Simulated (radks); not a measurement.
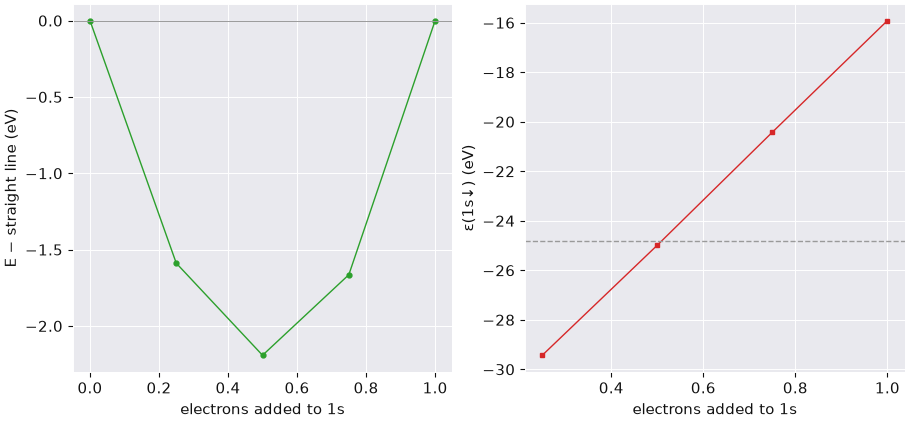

The occupation of the 1s shell is varied from He⁺ (1s1 (high spin)) to He (1s2), with spherical fractional occupations. The plot shows the total energy less the straight line between the end points, and the eigenvalue of 1s↓ (the dashed line is minus the energy to take the whole electron out). The values are computed.

> Was this Hartree-Fock or a semilocal functional, and how does the plot tell?

It was a semilocal functional (LDA, GGA or meta-GGA): non-relativistic Kohn-Sham, BLYP, spin-polarised, spherical densities, point nucleus, computed with the in-house radial solver radks. The curve is convex (below the straight line), with the largest deviation among the points computed, −2.19 eV, at 0.5. The end points differ by 24.8 eV, the energy to take the electron out. The eigenvalue, which is the slope of the energy (Janak's theorem), moves from −29.4 eV at 0.25 to −15.9 eV at 1; for a straight line it would stay constant, and a parabola would sag by an eighth of this change, scaled to a whole electron, 2.25 eV. Convexity is the delocalisation error: fractional charges are too low in energy. For an s shell Hartree-Fock would as a rule bend the other way.
